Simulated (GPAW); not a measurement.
Consider BePd (Pm-3m).

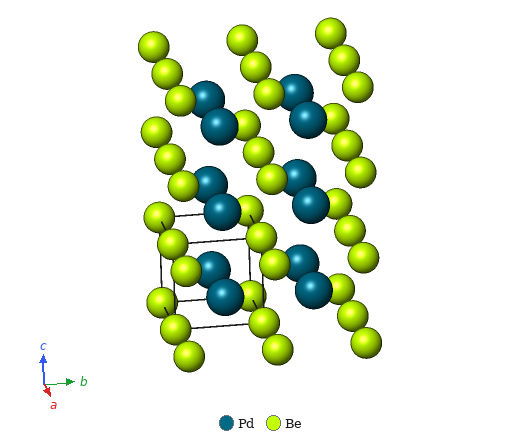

The structure (palladium blue, beryllium green). 2×2×3 cells are drawn. Some periodic images of atoms are drawn too.

```xyz
2
Lattice="2.8130 0.0000 0.0000 0.0000 2.8130 0.0000 0.0000 0.0000 2.8130" Properties=species:S:1:pos:R:3 pbc="T T T"
Pd    1.4065    1.4065    1.4065
Be    0.0000    0.0000    0.0000
```

Absorber: atom 2, with 8 Pd at 2.44 Å and 6 Be at 2.81 Å (cube and octahedron, as in bcc, site symmetry m-3m). Method: GPAW, LDA, excited-electron core hole (neutral cell), 16-atom cell with 5.6 Å between holes, 6×6×6 k points, dipole transitions, Gaussian full width 0.9 eV up to 4 eV, rising linearly to 3.5 eV at 25 eV.

Q: What does the Be K edge look like?

Main maxima up to 24 eV above the zero (height): 1.0 eV (1.27), 5.3 eV (4.30) and 15.2 eV (0.90). A K edge sees empty p states on the absorber. The total-energy difference is 115.11 eV. One term is added: -4.44 eV, since the hole is spin-paired here and a spin-polarised one costs that much less in the free atom (computed apart). The photon energy is then 110.67 eV. The tabulated edge of the element is 111.5 eV. The functional leaves an error in such absolute values: in the free atom LDA prices this hole 1.6 eV below PBE (computed apart), and PBE is itself good to a few eV.

The Be K spectrum (energy from the lowest empty level; intensity scaled to a mean of 1 over the first 20 eV):

```csv
E (eV),intensity
-2.0,0.00
-0.5,0.14
1.0,1.27
2.5,0.82
4.0,1.01
5.5,4.19
7.0,1.46
8.5,0.44
10.0,0.32
11.5,0.44
13.0,0.60
14.5,0.84
16.0,0.83
17.5,0.60
19.0,0.53
20.5,0.58
22.0,0.62
23.5,0.66
25.0,0.72
26.5,0.75
28.0,0.68
29.5,0.54
31.0,0.50
```

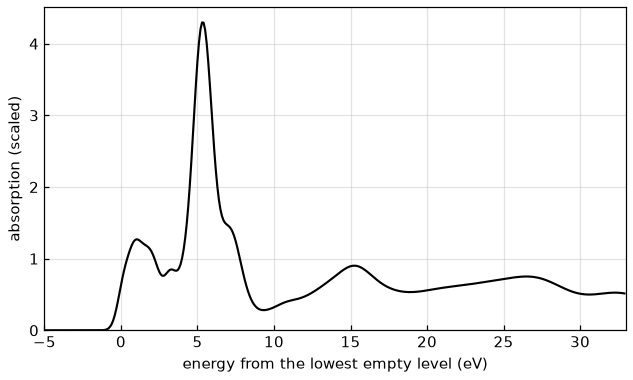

The Be K edge.

The holes are only 5.6 Å apart, so the shape is probably not converged with cell size; no larger cell was run here. The structure is a published determination, not relaxed.

[Banner, clock and machine lines of the logs are left out without a mark of their own.]

[Logs are printed without paths, hosts, clocks, repeated set-up lines and the standing remarks that a program may print on its own settings, such as how far it seeks lower states.]

[Hosts, paths, dates, database ids (printed as entryN), source tags and the programs' standing remarks are cut or masked in the printed files.]

[Lists of maxima count a maximum above −3 eV only where it reaches 4 % of the highest in the window and stands out from its surroundings by 2 % of it (1.5 % where it reaches 55 %); shoulders and weaker maxima are passed over, and of the rest the first, up to two pre-edge ones and the few strongest are named.]
